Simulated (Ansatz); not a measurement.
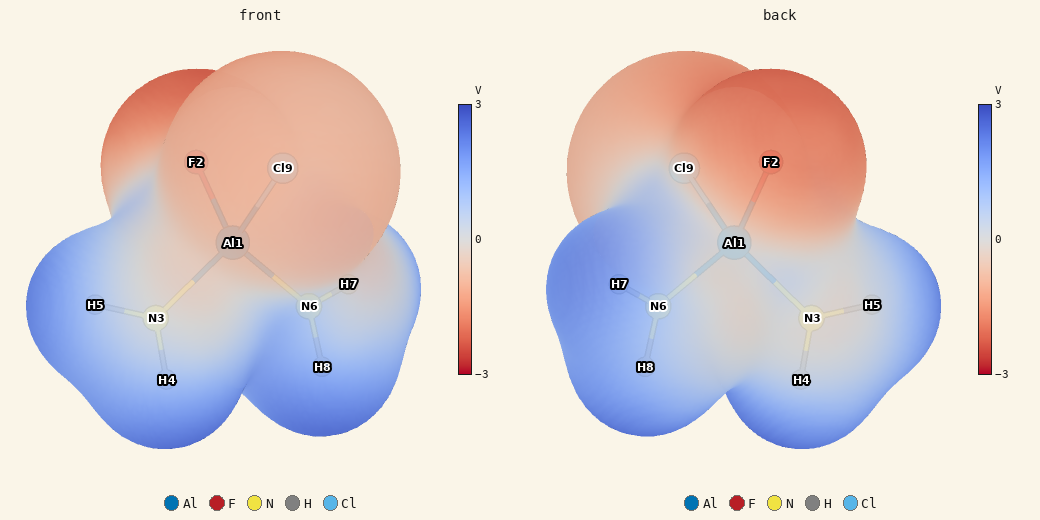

AlClFH$_{4}$N$_{2}$ (doublet). The molecular electrostatic potential painted on the density surface at 0.002 e/bohr³, seen from the front and from behind; the colour scale runs from red (negative) to blue (positive).

Not at a stationary point (largest force 1.3 eV/Å).

Level of theory: Ansatz 0.2.0, UKS LDA/def2-SVP.

The calculation's input:

```
crystal:
  periodic: [false, false, false]
  atoms:
    - { symbol: Al, position_ang: [0.0, 0.0, 0.0] }
    - { symbol: F, position_ang: [0.0, 0.0, 1.94] }
    - { symbol: "N", position_ang: [1.6627, 0.0, -0.96] }
    - { symbol: H, position_ang: [2.1293, -0.9179, -1.2118] }
    - { symbol: H, position_ang: [2.1141, 0.9179, -1.2382] }
    - { symbol: "N", position_ang: [-1.6627, 0.0, -0.96] }
    - { symbol: H, position_ang: [-2.3316, -0.8164, -0.8614] }
    - { symbol: H, position_ang: [-1.9118, 0.8164, -1.5886] }
    - { symbol: Cl, position_ang: [0.0, 0.0, 3.74] }
magnetization:
  spin_polarized: true
  initial_magnetization: 1
basis:
  gaussian: { orbitals: def2-SVP }
hamiltonian:
  xc: lda
relax:
  f_tol: 0.15
  max_steps: 25
  restrain:
    - { distance: [1, 8], at: 2.7, k: 30.0 }
    - { distance: [0, 1], at: 1.69, k: 30.0 }
output:
  orbitals: {}
```

Run with:

```sh
ansatz run input.yaml --threads 4 --pin off --max-ram 5120MiB --backend cpu --events-out ev --progress --plain --runs-dir out
```

The fields are those of the run's last geometry, not of the input's.

### Describe the electrostatic potential map.

The most negative region (about −2.1 V) lies over F2, the most positive (about +2.4 V) over H4 and H8.
